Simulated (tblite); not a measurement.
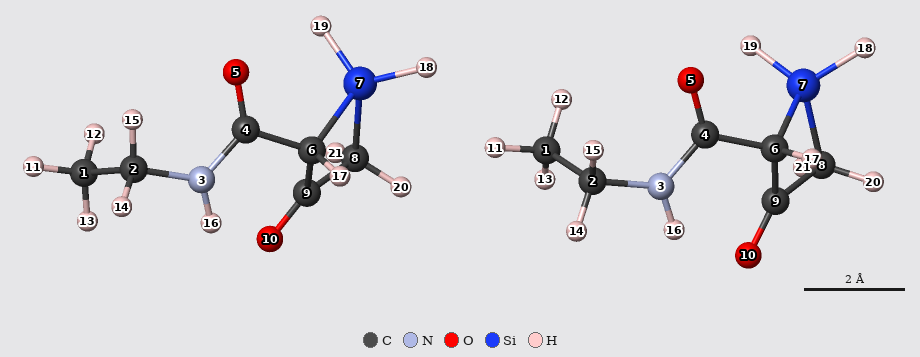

Two geometries of C6H11NO2Si, drawn at one scale. One is the start of a relaxation, the other its converged end. A ball-and-stick model, seen at a tilt.

These are results of tblite 0.8.0, GFN2-xTB geometry optimisation, gas phase, not measurements. 

### Which one is relaxed?

The left one is the relaxed one. H13 moves most after the best rigid fit: 0.91 Å. Largest moves by element: H 0.91 Å, O 0.60 Å, C 0.46 Å, Si 0.40 Å, N 0.20 Å. Some distances before and after: Si7–C8 1.868 → 1.925 Å, C8–C9 1.557 → 1.510 Å, C6–Si7 1.878 → 1.917 Å, C6–C9 1.548 → 1.514 Å. Among the angles between lasting bonds that change: Si7–C8–H21 115.1° → 121.7°, C4–C6–H17 113.4° → 107.2°, H20–C8–H21 110.5° → 106.6°. Groups turn about C2–N3 by about 30°, C4–C6 by about 25°. After 114 geometry steps the energy has fallen by 9.18 kcal/mol. The run took 2 s on 1 thread of Arm Neoverse N1, with other jobs on the host.
